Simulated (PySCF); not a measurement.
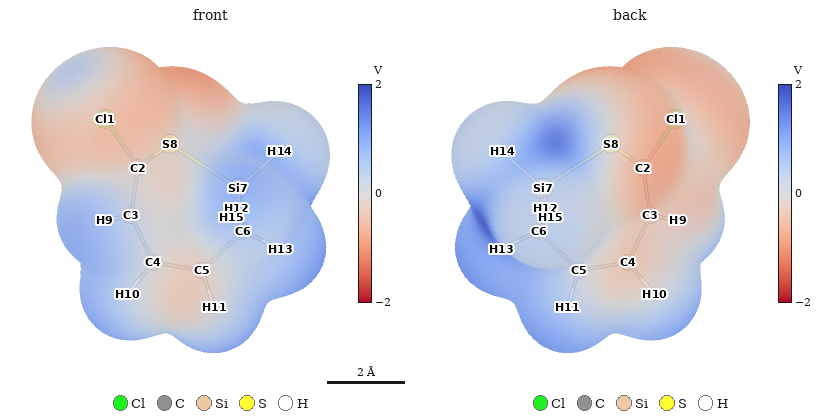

The picture shows: C₅H₇ClSSi. The electrostatic potential painted on the density surface at 0.002 e/bohr³, seen from the front and from behind; the colour scale runs from red (negative) to blue (positive).

Geometry: GFN2-xTB.

Method: PBE0/def2-SVPD, SCF density, gas phase in PySCF 2.14.0.

```xyz
15

Cl    2.0243    2.8163   -0.9811
C     1.2018    1.4725   -0.2474
C     1.7031    0.2471   -0.4372
C     1.2198   -1.0277    0.0521
C    -0.0435   -1.4536    0.0438
C    -1.1867   -0.6631   -0.4899
Si   -1.6784    0.5994    0.8415
S    -0.0796    2.0540    0.8136
H     2.6186    0.1921   -1.0158
H     2.0018   -1.7034    0.3746
H    -0.2767   -2.4321    0.4386
H    -0.8820   -0.1309   -1.3930
H    -2.0198   -1.3148   -0.7418
H    -2.8953    1.3497    0.5479
H    -1.7119    0.0025    2.1722
```

Q: Which sites attract a positive test charge, and which a negative one?

A: A positive charge is drawn to the negative regions and a negative charge to the positive ones. The most negative region (about −0.9 V, or −21 kcal/mol for a unit charge) lies over S8, the most positive (about +1.7 V, or +39 kcal/mol for a unit charge) over Si7. Cl1 shows a σ-hole: about +0.4 V, or +9 kcal/mol for a unit charge at the tip opposite its bond, against about −0.6 V, or −14 kcal/mol for a unit charge on its flanks.

Q: How polar is the molecule by this calculation?

A: Its dipole moment is 3.14 D.
